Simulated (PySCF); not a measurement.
# [AlH4]− (SMILES [H][Al-]([H])([H])[H]) at wB97X-V/STO-3G

Aim: the vertical singlet–triplet gap of [AlH4]− at wB97X-V/STO-3G, from 2 runs. 

The results are computed with PySCF 2.14.0.

12 further runs of the same task are left out: 1 that didn't finish, 11 set aside as unsound or not needed.

## (1) Starting point

The species is [AlH4]− (5 atoms), meant as a singlet with charge -1. As SMILES, `[H][Al-]([H])([H])[H]`. The shape comes from GFN2-xTB, which is rough for such elements, and wasn't checked as a minimum.

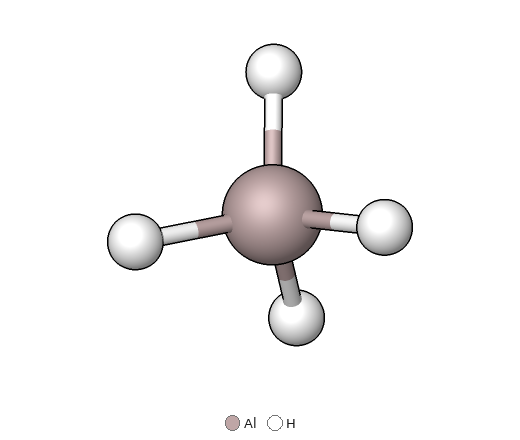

The structure, seen from a chosen angle (aluminium light grey, hydrogen white).

## (2) A single-point energy at wB97X-V/STO-3G

The input, run.py:

```python
from pyscf import gto, dft

mol = gto.Mole()
mol.atom = [
    ('Al', (-0.001450, -0.001080, -0.000010)),
    ('H', (0.012860, -0.019320, 1.627070)),
    ('H', (1.530040, 0.013000, -0.552880)),
    ('H', (-0.773910, 1.334120, -0.520140)),
    ('H', (-0.767540, -1.326720, -0.554050)),
]
mol.max_memory = 1860
mol.basis = 'sto-3g'
mol.spin = 0
mol.charge = -1
mol.verbose = 3
mol.build()

myscf = dft.RKS(mol)
myscf.xc = 'wb97x-v'
myscf.grids.level = 5
myscf.nlcgrids.level = 1
myscf.conv_tol = 1e-10
myscf.kernel()
if not myscf.converged:
    myscf = myscf.newton().run(myscf.mo_coeff, myscf.mo_occ)

e_final = myscf.e_tot
print('E = %.10f Eh' % e_final)
```

Launch:

```sh
$ OMP_NUM_THREADS=1 python run.py
```

The log of the run:

```text
converged SCF energy = -241.705887683562
E = -241.7058876836 Eh
```

Wall time 7.2 s (1 thread of Arm Neoverse V2, shared host); peak memory 0.17 GiB.

## (3) The triplet at the same level

The input, calc.py:

```python
from pyscf import gto, dft

mol = gto.M(
    atom='''
Al      -0.001450      -0.001080      -0.000010
H        0.012860      -0.019320       1.627070
H        1.530040       0.013000      -0.552880
H       -0.773910       1.334120      -0.520140
H       -0.767540      -1.326720      -0.554050
''',
    verbose=3,
    spin=2,
    basis='sto-3g',
    charge=-1,
    max_memory=1860,
)

mf = dft.UKS(mol, xc='wb97x-v')
mf.conv_tol = 1e-10
mf.grids.level = 5
mf.nlcgrids.level = 1
mf.kernel()
if not mf.converged:
    mf = mf.newton().run(mf.mo_coeff, mf.mo_occ)

e_tot = mf.e_tot
print('E = %.10f Eh' % e_tot)
```

Launch:

```sh
$ OMP_NUM_THREADS=1 python calc.py
```

The log of the run:

```text
WARN: HOMO 0.269577267261587 >= LUMO -0.305551813068667

WARN: HOMO 0.452864941085055 >= LUMO 0.211533770793615

WARN: HOMO 0.454202286713076 >= LUMO 0.255815079384371

WARN: HOMO 0.445852507271824 >= LUMO 0.265078542570228

WARN: HOMO 0.440236737477311 >= LUMO 0.27616072563834

WARN: HOMO 0.437061192688602 >= LUMO 0.284525809480756

WARN: HOMO 0.430334891777848 >= LUMO 0.295502094245213

WARN: HOMO 0.431539915800433 >= LUMO 0.300626378516049

WARN: HOMO 0.42954682354186 >= LUMO 0.300749163783853

WARN: HOMO 0.430019406164199 >= LUMO 0.300531287003102

WARN: HOMO 0.429512637728171 >= LUMO 0.301231012901286

WARN: HOMO 0.429778134853103 >= LUMO 0.300787123950041

WARN: HOMO 0.429753976917937 >= LUMO 0.300821078944965

WARN: HOMO 0.429767065116002 >= LUMO 0.300808089018868

WARN: HOMO 0.429756848143532 >= LUMO 0.300817517606136

WARN: HOMO 0.429753863405376 >= LUMO 0.300827100279342

WARN: HOMO 0.429753505660664 >= LUMO 0.300827782352956

WARN: HOMO 0.429753480947675 >= LUMO 0.300827712928681

converged SCF energy = -241.254200921277  <S^2> = 2.0005612  2S+1 = 3.0003741
E = -241.2542009213 Eh
```

Wall time 18 s (1 thread of Arm Neoverse V2, shared host); peak memory 0.18 GiB.

## (4) Outcome

At wB97X-V/STO-3G:

| quantity | value |
| --- | --- |
| singlet: total energy | -241.70589 Eh |
| singlet: HOMO energy | -0.32 eV |
| singlet: LUMO energy | 19.81 eV |
| singlet: HOMO–LUMO gap (to an unbound level, set by the basis) | 20.13 eV |
| triplet: total energy | -241.25420 Eh |
| triplet: HOMO energy (highest over α and β) | 11.69 eV |
| triplet: ⟨S²⟩ | 2.001 |
| vertical energy of the triplet above the singlet | 12.291 eV |

In words: At this shape the triplet lies 12.29 eV (283 kcal/mol) above the singlet. For an anion a state so high probably lies above electron detachment. In a minimal basis such a difference can be off by several eV, whatever the method. Mulliken charges (singlet) run from -0.38 on H3 to +0.54 on Al1. Mulliken charges (triplet) run from -0.41 on H5 to +0.25 on Al1. The HOMO (triplet) lies at positive energy, 11.69 eV; only total energies tell whether the electron is bound.
